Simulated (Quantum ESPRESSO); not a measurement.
# Calcium (Fm-3m): phonons and their coupling to the electrons, part 2 of 3

How strong is the electron-phonon coupling in Calcium (Fm-3m)?

Quantum ESPRESSO 7.5; DFT LDA, scalar-relativistic, plane waves, PseudoDojo norm-conserving pseudopotentials.

So far. Step 2 (A first look): No gap opens on this mesh, so smearing is kept; the start stands at -2.2 GPa. Step 4 (Ground state): The cell stands at -0.002 GPa, close enough for phonons. The relaxed cell has a = 5.337 Å (conventional setting).

## Step 7: Phonons on a q mesh

Linear response treats each wavevector in the unit cell, with no supercell; the 4×4×4 mesh fixes the range of the force constants to be had. The change of the potential is kept for the electron-phonon matrix elements.

Contents of ph.in:

```
phonons
&inputph
   prefix = 'x'
   outdir = './tmp'
   fildyn = 'x.dyn'
   tr2_ph = 1.0d-18
   alpha_mix(1) = 0.4
   nmix_ph = 8
   ldisp = .true.
   nq1 = 4
   nq2 = 4
   nq3 = 4
   electron_phonon = 'interpolated'
   fildvscf = 'dvscf'
   el_ph_sigma = 0.005
   el_ph_nsigma = 10
/
```

The run is started by

```console
$ OMP_NUM_THREADS=1 mpirun -n 4 ph.x -nk 4 -in ph.in > ph.out
```

Numbers of over 12 decimals in the logs are rounded to 6 here.

The log of the run:

```text
[banners, grids, parts of the stress and lines that vanish by symmetry left out]
[banner, memory and clock lines left out]
Program PHONON v.7.5

     ./tmp/x.save/

     IMPORTANT: XC functional enforced from input :
     Exchange-correlation= PW
                           (   1   4   0   0   0   0   0)
     Any further DFT definition will be discarded
     Please, verify this is what you really want

     G-vector sticks info

     Reading collected, re-writing distributed wavefunctions in ./tmp/

     Dynamical matrices for ( 4, 4, 4)  uniform grid of q-points
     (   8 q-points):
       N         xq(1)         xq(2)         xq(3)
       1   0.000000000   0.000000000   0.000000000
       2   0.176776695   0.176776695  -0.176776695
[...]
Number and degeneracy of irreps per q-point
       N         xq(1)         xq(2)         xq(3)   N irreps
       1   0.000000000   0.000000000   0.000000000       1
        3
       2   0.176776695   0.176776695  -0.176776695       2
        1   2
[...]
1   2
[...]
1   2
[...]
No degeneracy
[...]
No degeneracy
       7  -0.707106781   0.000000000   0.000000000       2
        1   2
       8  -0.707106781   0.353553391   0.000000000       2
        1   2

     Saving dvscf to file. Distribute only q points, not irreducible representations.

     Calculation of q =    0.0000000   0.0000000   0.0000000

     phonons

     bravais-lattice index     =            0
     lattice parameter (alat)  =       7.1310  a.u.
     unit-cell volume          =     256.4143 (a.u.)^3
     number of atoms/cell      =            1
     number of atomic types    =            1
     kinetic-energy cut-off    =      72.0000  Ry
     charge density cut-off    =     288.0000  Ry
     convergence threshold     =      1.0E-18
     beta                      =       0.4000
     number of iterations used =            8
     Exchange-correlation= PW
                           (   1   4   0   0   0   0   0)

     celldm(1)=    7.13103  celldm(2)=    0.00000  celldm(3)=    0.00000
     celldm(4)=    0.00000  celldm(5)=    0.00000  celldm(6)=    0.00000

     crystal axes: (cart. coord. in units of alat)
               a(1) = (  0.0000  0.7071  0.7071 )
               a(2) = (  0.7071  0.0000  0.7071 )
               a(3) = (  0.7071  0.7071  0.0000 )

     reciprocal axes: (cart. coord. in units 2 pi/alat)
               b(1) = ( -0.7071  0.7071  0.7071 )
               b(2) = (  0.7071 -0.7071  0.7071 )
               b(3) = (  0.7071  0.7071 -0.7071 )

     Atoms inside the unit cell:

     Cartesian axes

     site n.  atom      mass           positions (alat units)
        1  Ca     40.0780   tau(    1) = (    0.00000    0.00000    0.00000  )

     Computing dynamical matrix for
                    q = (   0.0000000   0.0000000   0.0000000 )

     49 Sym.Ops. (with q -> -q+G )

     G cutoff =  370.9690  (  21187 G-vectors)     FFT grid: ( 40, 40, 40)

     number of k points=    72  Marzari-Vanderbilt smearing, width (Ry)=  0.0200

     PseudoPot. # 1 for Ca read from file:
     ./pseudo/Ca.upf
     Pseudo is Norm-conserving + core correction, Zval = 10.0

     Mode symmetry, O_h (m-3m)  point group:

     Atomic displacements:
     There are    1 irreducible representations

     Representation     1      3 modes -  To be done

     Alpha used in Ewald sum =   2.8000

     Representation #   1 modes #   1   2   3

     Self-consistent Calculation
      iter #   1   av.it.:   7.1
      thresh= 1.000E-02 alpha_mix =  0.400 |ddv_scf|^2 =  1.220E-06
      iter #   2   av.it.:  10.8
      thresh= 1.104E-04 alpha_mix =  0.400 |ddv_scf|^2 =  6.170E-08
[...]
End of self-consistent calculation

     Convergence has been achieved

     Number of q in the star =    1
     List of q in the star:
[...]
Diagonalizing the dynamical matrix

     q = (    0.000000000   0.000000000   0.000000000 )

 **************************************************************************
     freq (    1) =      -0.055454 [THz] =      -1.849744 [cm-1]
     freq (    2) =      -0.055454 [THz] =      -1.849744 [cm-1]
     freq (    3) =      -0.055454 [THz] =      -1.849744 [cm-1]
 **************************************************************************

     Mode symmetry, O_h (m-3m)  point group:

     freq (   1-   3) =         -1.8  [cm-1]   --> T_1u G_15  G_4- I
     Electron-phonon interaction  ...

     [... narrower broadenings left out ...]
     Gaussian Broadening:   0.020 Ry, ngauss=   0
     DOS =  8.120202 states/spin/Ry/Unit Cell at Ef=  5.571291 eV
     lambda(    1)=  0.0000   gamma=    0.17 GHz
     lambda(    2)=  0.0000   gamma=    0.17 GHz
     lambda(    3)=  0.0000   gamma=    0.16 GHz
     [... wider broadenings left out ...]

     Number of q in the star =    1
     List of q in the star:
[...]
Calculation of q =    0.1767767   0.1767767  -0.1767767
     [... set-up and bands at k+q left out ...]

     Mode symmetry, C_3v (3m)   point group:

     Atomic displacements:
     There are    2 irreducible representations

     Representation     1      1 modes -  To be done

[...]
Message from routine init_vloc:
     Interpolation table for Vloc re-allocated

     Alpha used in Ewald sum =   2.8000

     Representation #   1 mode #   1

     Self-consistent Calculation

[...]
[... iterations left out ...]
[...]
End of self-consistent calculation

     Convergence has been achieved

     Representation #   2 modes #   2   3

[...]
[... iterations left out ...]
[...]
Convergence has been achieved

[...]
Diagonalizing the dynamical matrix

     q = (    0.176776695   0.176776695  -0.176776695 )

[...]
freq (    1) =       1.644198 [THz] =      54.844544 [cm-1]
     freq (    2) =       1.644198 [THz] =      54.844544 [cm-1]
     freq (    3) =       3.637795 [THz] =     121.343790 [cm-1]
[...]
Mode symmetry, C_3v (3m)   point group:

     freq (   1-   2) =         54.8  [cm-1]   --> E    L_3
     freq (   3-   3) =        121.3  [cm-1]   --> A_1  L_1
     Electron-phonon interaction  ...

     [... narrower broadenings left out ...]
     Gaussian Broadening:   0.020 Ry, ngauss=   0
     DOS =  8.120202 states/spin/Ry/Unit Cell at Ef=  5.571291 eV
     lambda(    1)=  0.1192   gamma=    2.50 GHz
     lambda(    2)=  0.1199   gamma=    2.51 GHz
     lambda(    3)=  0.0689   gamma=    7.07 GHz
     [... wider broadenings left out ...]

[...]
[... set-up and bands at k+q left out ...]

     Mode symmetry, D_3d (-3m)  point group:

[...]
Representation #   1 mode #   1

[...]
Convergence has been achieved

     Representation #   2 modes #   2   3

[...]
Convergence has been achieved

[...]
q = (   -0.353553391  -0.353553391   0.353553391 )

[...]
freq (    1) =       2.410507 [THz] =      80.405873 [cm-1]
     freq (    2) =       2.410507 [THz] =      80.405873 [cm-1]
     freq (    3) =       4.936212 [THz] =     164.654325 [cm-1]
[...]
Mode symmetry, D_3d (-3m)  point group:

     freq (   1-   2) =         80.4  [cm-1]   --> E_u  L_3'
     freq (   3-   3) =        164.7  [cm-1]   --> A_2u L_2'
[...]
lambda(    1)=  0.0346   gamma=    1.56 GHz
     lambda(    2)=  0.0345   gamma=    1.56 GHz
     lambda(    3)=  0.0429   gamma=    8.11 GHz
[...]
Mode symmetry, C_4v (4mm)  point group:

[...]
Convergence has been achieved

     Representation #   2 modes #   2   3

[...]
Convergence has been achieved

[...]
q = (    0.353553391   0.000000000   0.000000000 )

[...]
freq (    1) =       2.825524 [THz] =      94.249334 [cm-1]
     freq (    2) =       2.825524 [THz] =      94.249334 [cm-1]
     freq (    3) =       3.521789 [THz] =     117.474250 [cm-1]
[...]
Mode symmetry, C_4v (4mm)  point group:

     freq (   1-   2) =         94.2  [cm-1]   --> E    G_5 D_5
     freq (   3-   3) =        117.5  [cm-1]   --> A_1  G_1 D_1
[...]
lambda(    1)=  0.0174   gamma=    1.07 GHz
     lambda(    2)=  0.0172   gamma=    1.07 GHz
     lambda(    3)=  0.0511   gamma=    4.92 GHz
[...]
Mode symmetry, C_s (m)     point group:

[...]
Convergence has been achieved

[...]
Convergence has been achieved

[...]
Convergence has been achieved

[...]
q = (   -0.176776695  -0.530330086   0.530330086 )

[...]
freq (    1) =       3.288239 [THz] =     109.683857 [cm-1]
     freq (    2) =       3.694024 [THz] =     123.219381 [cm-1]
     freq (    3) =       4.897120 [THz] =     163.350339 [cm-1]
[...]
Mode symmetry, C_s (m)     point group:

     freq (   1-   1) =        109.7  [cm-1]   --> A''
     freq (   2-   2) =        123.2  [cm-1]   --> A'
     freq (   3-   3) =        163.4  [cm-1]   --> A'
[...]
lambda(    1)=  0.0268   gamma=    2.25 GHz
     lambda(    2)=  0.0223   gamma=    2.36 GHz
     lambda(    3)=  0.0318   gamma=    5.91 GHz
[...]
Mode symmetry, C_2v (mm2)  point group:

[...]
Convergence has been achieved

[...]
Convergence has been achieved

[...]
Convergence has been achieved

[...]
q = (    0.000000000  -0.353553391   0.353553391 )

[...]
freq (    1) =       2.276902 [THz] =      75.949291 [cm-1]
     freq (    2) =       3.895959 [THz] =     129.955209 [cm-1]
     freq (    3) =       4.315527 [THz] =     143.950479 [cm-1]
[...]
Mode symmetry, C_2v (mm2)  point group:

     freq (   1-   1) =         75.9  [cm-1]   --> B_1  D_3  S_3
     freq (   2-   2) =        130.0  [cm-1]   --> B_2  D_4  S_4
     freq (   3-   3) =        144.0  [cm-1]   --> A_1  D_1  S_1
[...]
lambda(    1)=  0.1088   gamma=    4.37 GHz
     lambda(    2)=  0.0086   gamma=    1.01 GHz
     lambda(    3)=  0.0999   gamma=   14.43 GHz
[...]
Calculation of q =   -0.7071068   0.0000000   0.0000000
     [... set-up and bands at k+q left out ...]

     Mode symmetry, D_4h(4/mmm) point group:

     Atomic displacements:
     There are    2 irreducible representations

[...]
Alpha used in Ewald sum =   2.8000

     Representation #   1 mode #   1

[...]
Convergence has been achieved

     Representation #   2 modes #   2   3

[...]
Convergence has been achieved

[...]
Diagonalizing the dynamical matrix

     q = (   -0.707106781   0.000000000   0.000000000 )

[...]
freq (    1) =       4.027000 [THz] =     134.326261 [cm-1]
     freq (    2) =       4.027000 [THz] =     134.326261 [cm-1]
     freq (    3) =       5.374021 [THz] =     179.258058 [cm-1]
[...]
Mode symmetry, D_4h(4/mmm) point group:

     freq (   1-   2) =        134.3  [cm-1]   --> E_u  X_5' M_5'
     freq (   3-   3) =        179.3  [cm-1]   --> A_2u X_4' M_4'
     Electron-phonon interaction  ...

     [... narrower broadenings left out ...]
     Gaussian Broadening:   0.020 Ry, ngauss=   0
     DOS =  8.120202 states/spin/Ry/Unit Cell at Ef=  5.571291 eV
     lambda(    1)=  0.0101   gamma=    1.27 GHz
     lambda(    2)=  0.0098   gamma=    1.24 GHz
     lambda(    3)=  0.0214   gamma=    4.79 GHz
     [... wider broadenings left out ...]

[...]
Calculation of q =   -0.7071068   0.3535534   0.0000000
     [... set-up and bands at k+q left out ...]

     Mode symmetry, D_2d (-42m) point group:

     Atomic displacements:
     There are    2 irreducible representations

     Representation     1      1 modes -  To be done

     Representation     2      2 modes -  To be done

     Alpha used in Ewald sum =   2.8000

     Representation #   1 mode #   1

     Self-consistent Calculation

[...]
[... iterations left out ...]
[...]
End of self-consistent calculation

     Convergence has been achieved

     Representation #   2 modes #   2   3

     Self-consistent Calculation

      iter #   1   av.it.:   7.5
      thresh= 1.000E-02 alpha_mix =  0.400 |ddv_scf|^2 =  1.407E-05

      [... iterations left out ...]
      iter #  10   av.it.:  12.2
      thresh= 2.519E-10 alpha_mix =  0.400 |ddv_scf|^2 =  1.243E-20

     End of self-consistent calculation

     Convergence has been achieved

     Number of q in the star =    6
     List of q in the star:
[...]
Diagonalizing the dynamical matrix

     q = (   -0.707106781   0.353553391   0.000000000 )

 **************************************************************************
     freq (    1) =       3.406301 [THz] =     113.621958 [cm-1]
     freq (    2) =       4.758101 [THz] =     158.713159 [cm-1]
     freq (    3) =       4.758101 [THz] =     158.713159 [cm-1]
 **************************************************************************

     Mode symmetry, D_2d (-42m) point group:

     freq (   1-   1) =        113.6  [cm-1]   --> B_2  X_3  W_2
     freq (   2-   3) =        158.7  [cm-1]   --> E    X_5  W_3
     Electron-phonon interaction  ...

     [... narrower broadenings left out ...]
     Gaussian Broadening:   0.020 Ry, ngauss=   0
     DOS =  8.120202 states/spin/Ry/Unit Cell at Ef=  5.571291 eV
     lambda(    1)=  0.0282   gamma=    2.53 GHz
     lambda(    2)=  0.0109   gamma=    1.92 GHz
     lambda(    3)=  0.0108   gamma=    1.89 GHz
     [... wider broadenings left out ...]

     Number of q in the star =    6
     List of q in the star:
[...]
5   0.353553391   0.000000000  -0.707106781
          6  -0.353553391  -0.000000000   0.707106781


[key lines of the parts left out:]
the Fermi energy is     5.5906 ev
```

The job ended after 28 min (4 MPI ranks of AMD EPYC 7R43, shared host).

This step gave:

```yaml
largest_acoustic_frequency_at_the_zone_centre_before_the_sum_rule: -1.85 cm⁻¹
lowest_mode_on_the_q_mesh_acoustic_ones_at_the_zone_centre_apart: 54.84 cm⁻¹
```

Frequencies (cm⁻¹) at each irreducible wavevector; negative means imaginary. Frequencies by wavevector:

| q (fractions) | star | mode 1 | mode 2 | mode 3 |
| --- | --- | --- | --- | --- |
| 0 0 0 | 1 | -1.85 | -1.85 | -1.85 |
| 0 0 0.25 | 8 | 54.84 | 54.84 | 121.3 |
| 0 0 -0.5 | 4 | 80.41 | 80.41 | 164.7 |
| 0 0.25 0.25 | 6 | 94.25 | 94.25 | 117.5 |
| 0 0.25 -0.5 | 24 | 109.7 | 123.2 | 163.3 |
| 0 0.25 -0.25 | 12 | 75.95 | 130 | 143.9 |
| 0 -0.5 -0.5 | 3 | 134.3 | 134.3 | 179.3 |
| 0.25 -0.5 -0.25 | 6 | 113.6 | 158.7 | 158.7 |

Couplings of single modes at a Gaussian broadening of 0.02 Ry, as ph.x prints them; it sets λ to zero for modes under 20 cm⁻¹. Mode couplings:

| q (fractions) | mode | frequency (cm⁻¹) | λ | linewidth γ (GHz) |
| --- | --- | --- | --- | --- |
| 0 0 0.25 | 1 | 54.84 | 0.1192 | 2.5 |
| 0 0 0.25 | 2 | 54.84 | 0.1199 | 2.51 |
| 0 0 0.25 | 3 | 121.3 | 0.0689 | 7.07 |
| 0 0 -0.5 | 1 | 80.41 | 0.0346 | 1.56 |
| 0 0 -0.5 | 2 | 80.41 | 0.0345 | 1.56 |
| 0 0 -0.5 | 3 | 164.7 | 0.0429 | 8.11 |
| 0 0.25 0.25 | 1 | 94.25 | 0.0174 | 1.07 |
| 0 0.25 0.25 | 2 | 94.25 | 0.0172 | 1.07 |
| 0 0.25 0.25 | 3 | 117.5 | 0.0511 | 4.92 |
| 0 0.25 -0.5 | 1 | 109.7 | 0.0268 | 2.25 |
| 0 0.25 -0.5 | 2 | 123.2 | 0.0223 | 2.36 |
| 0 0.25 -0.5 | 3 | 163.3 | 0.0318 | 5.91 |
| 0 0.25 -0.25 | 1 | 75.95 | 0.1088 | 4.37 |
| 0 0.25 -0.25 | 2 | 130 | 0.0086 | 1.01 |
| 0 0.25 -0.25 | 3 | 143.9 | 0.0999 | 14.43 |
| 0 -0.5 -0.5 | 1 | 134.3 | 0.0101 | 1.27 |
| 0 -0.5 -0.5 | 2 | 134.3 | 0.0098 | 1.24 |
| 0 -0.5 -0.5 | 3 | 179.3 | 0.0214 | 4.79 |
| 0.25 -0.5 -0.25 | 1 | 113.6 | 0.0282 | 2.53 |
| 0.25 -0.5 -0.25 | 2 | 158.7 | 0.0109 | 1.92 |
| 0.25 -0.5 -0.25 | 3 | 158.7 | 0.0108 | 1.89 |

The acoustic modes at Γ come out as far as 1.9 cm⁻¹ from zero, where they should vanish, a small numerical error.

## Step 8: Force constants in real space

The dynamical matrices of the mesh are Fourier-transformed to force constants in real space.

Contents of q2r.in:

```
&input
   fildyn = 'x.dyn'
   zasr = 'crystal'
   flfrc = 'x.fc'
   la2F = .true.
/
```

The run is started by

```console
$ q2r.x < q2r.in > q2r.out
```

The log of the run:

```text
[banners, grids, parts of the stress and lines that vanish by symmetry left out]
[banner, memory and clock lines left out]
Program Q2R v.7.5

  reading grid info from file x.dyn0

  reading force constants from file x.dyn1
  Dielectric Tensor not found
  nqs=            1
 q=   0.00000000  0.00000000  0.00000000
  reading force constants from file x.dyn2
  nqs=            8
 q=   0.17677670  0.17677670 -0.17677670
[...]
reading force constants from file x.dyn7
  nqs=            3
[...]
reading force constants from file x.dyn8
  nqs=            6
[...]
q=   0.35355339  0.00000000 -0.70710678
 q=  -0.35355339 -0.00000000  0.70710678

      q-space grid ok, #points =   64

      fft-check success (sum of imaginary terms < 10^-12)

   Preparing gamma for a2F

 Broadening =      0.005
      q-space grid ok, #points =   64

      fft-check success (sum of imaginary terms < 10^-12)

 Broadening =      0.010
[...]
Broadening =      0.045
      q-space grid ok, #points =   64

      fft-check success (sum of imaginary terms < 10^-12)

 Broadening =      0.050
      q-space grid ok, #points =   64

      fft-check success (sum of imaginary terms < 10^-12)
```

Elapsed: 0.81 s, on 1 thread.

## Step 9: Dispersion

From the force constants any wavevector is cheap; points of the mesh come back as solved, but for the sum rule and, in polar crystals, the LO-TO term at Γ; the rest is interpolation.

Contents of matdyn.in:

```
&input
   asr = 'crystal'
   flfrc = 'x.fc'
   flfrq = 'x.freq'
   flvec = 'x.modes'
   q_in_band_form = .true.
   q_in_cryst_coord = .true.
/
8
  0.0000000   0.0000000   0.0000000  12  ! GAMMA
  0.5000000   0.0000000   0.5000000  12  ! X
  0.6250000   0.2500000   0.6250000   1  ! U
  0.3750000   0.3750000   0.7500000  12  ! K
  0.0000000   0.0000000   0.0000000  12  ! GAMMA
  0.5000000   0.5000000   0.5000000  12  ! L
  0.5000000   0.2500000   0.7500000  12  ! W
  0.5000000   0.0000000   0.5000000   1  ! X
```

The run is started by

```console
$ matdyn.x -in matdyn.in > matdyn.out
```

The log of the run:

```text
[banner, memory and clock lines left out]
Program MATDYN v.7.5

 mass for atomic type   1 not given; uses mass from file x.fc
 Norm of the difference between old and new effective charges:    0.000000

 Norm of the difference between old and new force-constants:   2.24734e-06

     Message from routine matdyn:
     Z* not found in file x.fc, TO-LO splitting at q=0 will be absent!
     Message from routine matdyn:
     Z* not found in file x.fc, TO-LO splitting at q=0 will be absent!

Note: The following floating-point exceptions are signalling: IEEE_UNDERFLOW_FLAG
```

Wall time 0.73 s (1 thread).

Numbers from this step:

| Quantity | Value |
| --- | --- |
| lowest frequency on the path | 0 cm⁻¹ |
| mean frequency | 118.3 cm⁻¹ |
| Debye temperature (second moment) | 229 K |
| logarithmic mean frequency | 112.1 cm⁻¹ |

Matdyn.x, sum rule crystal. The phonon branches at the labelled points (cm⁻¹):

| point | branch 1 | branch 2 | branch 3 |
| --- | --- | --- | --- |
| Γ | 0 | 0 | 0 |
| X | 134 | 134 | 179 |
| U | 117 | 143 | 168 |
| jump to K | 117 | 143 | 168 |
| Γ | 0 | 0 | 0 |
| L | 80 | 80 | 165 |
| W | 114 | 159 | 159 |
| X | 134 | 134 | 179 |

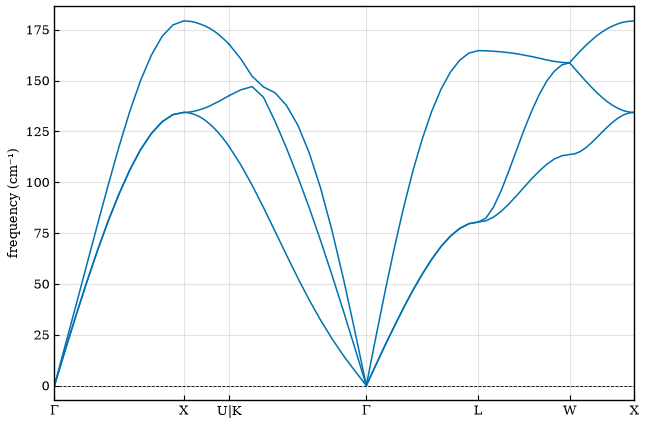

Phonon branches along the path.

Lowest modes at the softest wavevector of the mesh; phase exp(i q.(R + tau)). Modes at q = (0.250, 0.250, 0.250):

| mode | frequency (cm⁻¹) |
| --- | --- |
| 1 | 54.8 |
| 2 | 54.8 |
| 3 | 121.3 |

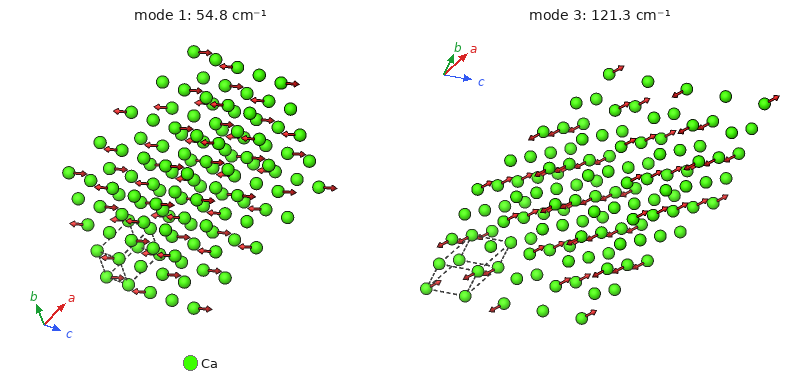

Displacement patterns of modes 1 and 3 at q = (0.250, 0.250, 0.250); arrows are exaggerated. 4×4×4 cells are drawn. The axes are those of the cell as run, not the conventional ones. Some periodic images of atoms are drawn too.

Force constants by pair (phonopy on the run's constants); pairs near half the supercell's span include their periodic images. Pair force constants, by row:

| atom | neighbour | distance (Å) | third of the trace (eV/Å²) | along the pair's line (eV/Å²) |
| --- | --- | --- | --- | --- |
| Ca1 | itself | 0 | 2.237 | – |
| Ca1 | Ca | 3.774 | -0.2029 | -0.5666 |
| Ca1 | Ca | 5.337 | 0.0466 | 0.1366 |
| Ca1 | Ca | 6.536 | -0.0037 | -0.0182 |

Harmonic mean-square displacement, third of the trace. Mean-square displacements:

| T (K) | Ca1 U_eq (Å²) |
| --- | --- |
| 0 | 0.00406 |
| 100 | 0.00796 |
| 300 | 0.02133 |
| 600 | 0.04216 |

Mode patterns, pair constants, displacements and means over the zone were worked out by phonopy from the force constants of q2r.x.

All branches are real along the path.

[end of part 2 of 3]

[Host names and launcher messages were left out of these logs when they were recorded.]

[Logs are printed without paths, hosts, clocks, repeated set-up lines and the standing remarks that a program may print on its own settings, such as how far it seeks lower states.]

[Hosts, paths, dates, database ids (printed as entryN), source tags and the programs' standing remarks are cut or masked in the printed files.]
